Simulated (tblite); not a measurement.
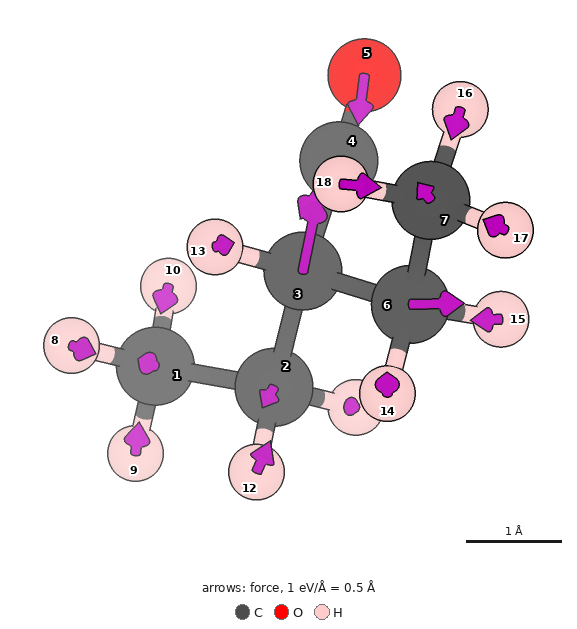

Starting geometry of C6H11O (charge +1) with the computed forces as purple arrows. Style: ball-and-stick. Shown from a free direction.

Theory: tblite, GFN2-xTB geometry optimisation, gas phase. 

What follows when this structure is relaxed?

It isn't relaxed: the largest force vector, on a C atom, is 2.21 eV/Å. The final displacements follow the starting forces only in part (cosine between the two patterns 0.44). The energy falls by 0.339 eV in 51 geometry steps. The atom that moves furthest after the best rigid fit is the O atom (0.24 Å). By element the largest moves are O 0.24 Å, C 0.12 Å, H 0.08 Å. Near-neighbour distances that change, for instance: C–C 1.480 → 1.378 Å, C–C 1.534 → 1.571 Å, C–H 1.116 → 1.090 Å, C–C 1.534 → 1.518 Å. Bond angles that change, for instance: C–C–O 178.4° → 173.8°, C–C–H 110.0° → 106.0°, C–C–C 109.8° → 113.1°. Cost: 0.45 s on 1 thread of Arm Neoverse N1, with other jobs on the host.
